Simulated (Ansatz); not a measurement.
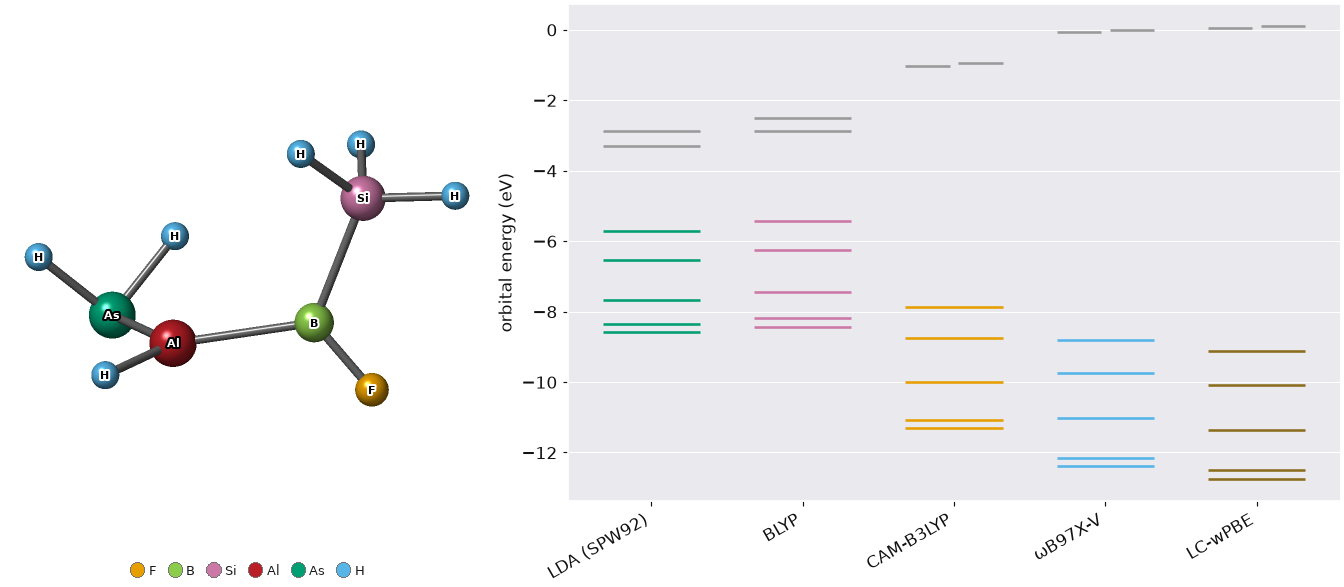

Frontier orbital energies of AlBSiAsH₆F, SMILES F[B]([SiH3])[AlH][AsH2], singlet at one geometry, def2-TZVPP, the Ansatz code 0.2.0, at a PBE0-D4/def2-TZVP geometry (a minimum by its frequencies). Empty levels are grey, levels within 0.1 eV stand side by side; all columns show the same few orbitals around the gap.

### Compare the HOMO-LUMO separations.

The separation grows from 2.40 eV (LDA (SPW92)) to 9.19 eV (LC-wPBE).

```csv
level,HOMO (eV),LUMO (eV),separation (eV)
LDA (SPW92),−5.71,−3.31,2.40
BLYP,−5.43,−2.87,2.56
CAM-B3LYP,−7.86,−1.03,6.83
ωB97X-V,−8.81,−0.05,8.75
LC-wPBE,−9.13,0.06,9.19
```

Limits of at least one run: empty levels above zero depend strongly on the basis; no scalar relativity up to krypton; one conformer of a flexible molecule.
